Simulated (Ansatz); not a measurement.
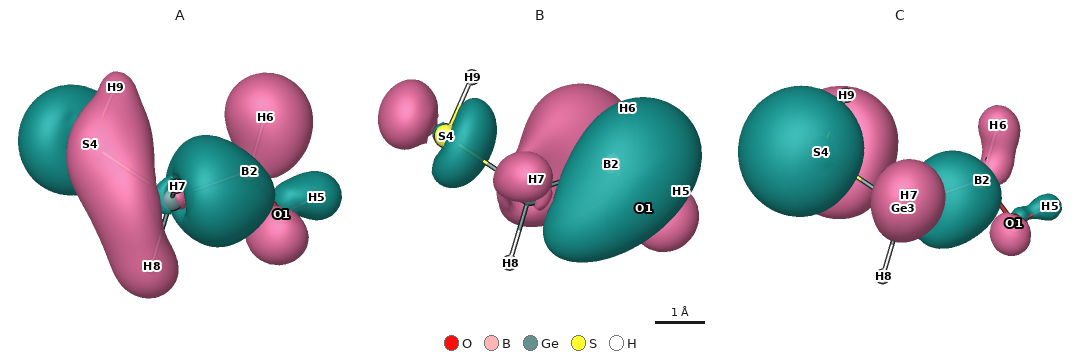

The picture shows: BGeH₅OS (SMILES O[BH][GeH2][SH]). Three frontier orbitals at ±0.08 Å⁻³ᐟ² (teal and pink are the two phases), in no order.

Method: Ansatz, RKS PBE0/def2-mTZVP.

```tsv
atom	x (Å)	y (Å)	z (Å)
O	0.0356	0.8761	-1.9965
B	0.1095	0.8696	-0.6511
Ge	0.4339	-0.9317	0.3246
S	-1.3036	-1.2558	1.7187
H	-0.1515	1.7455	-2.3722
H	-0.0454	1.8873	-0.0310
H	1.7355	-0.9529	1.1563
H	0.4024	-2.1802	-0.5732
H	-1.1278	-0.1041	2.4074
```

Q: Order the three orbitals by energy and name them.

A: A is the HOMO−1 (−8.23 eV). It lies mainly on S4 (about 30 %), Ge3 (about 25 %), B2 (about 20 %), H6 (about 10 %) and O1 (about 5 %). C is the HOMO (−6.87 eV). By Hirshfeld shares it lies mainly on S4 (about 75 %), Ge3 (about 10 %) and B2 (about 5 %); largely a lone pair of S4. B is the LUMO (−1.31 eV). By Hirshfeld shares it lies mainly on B2 (about 45 %), Ge3 (about 20 %), O1 (about 15 %) and S4 (about 10 %).

Q: What is the HOMO–LUMO gap?

A: 5.56 eV between the orbital energies.
